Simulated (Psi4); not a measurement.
Interaction energy of BF3 ··· CH3Br (SMILES FB(F)F and CBr). Monomers: optimised at B3LYP-D3(BJ) (def2-TZVP), held rigid. Orientation: lowest of the rigid-body minima from ten starts at GFN2-xTB. Only R, the distance of the centres of mass, is varied, so the lowest point isn't the relaxed dimer.

Level of theory: Psi4 1.11 with SAPT0/jun-cc-pVDZ, frozen core.

Components in kcal/mol:

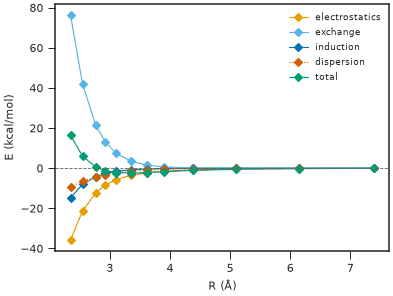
*Components of the interaction energy.*

```
R / Å  electrostatics  exchange  induction  dispersion  total
-----  --------------  --------  ---------  ----------  -----
2.35           -35.88     76.33     -14.69       -9.36  16.40
2.55           -21.36     41.94      -8.10       -6.47   6.01
2.77           -12.30     21.40      -4.21       -4.35   0.54
2.93            -8.43     13.04      -2.63       -3.27  -1.29
3.11            -5.69      7.44      -1.56       -2.39  -2.20
3.35            -3.57      3.51      -0.80       -1.59  -2.45
3.63            -2.25      1.45      -0.38       -1.00  -2.18
3.91            -1.52      0.59      -0.19       -0.64  -1.75
4.39            -0.86      0.12      -0.07       -0.31  -1.11
5.11            -0.42      0.01      -0.02       -0.12  -0.55
6.15            -0.18      0.00       0.00       -0.04  -0.23
7.40            -0.08      0.00       0.00       -0.01  -0.09
```
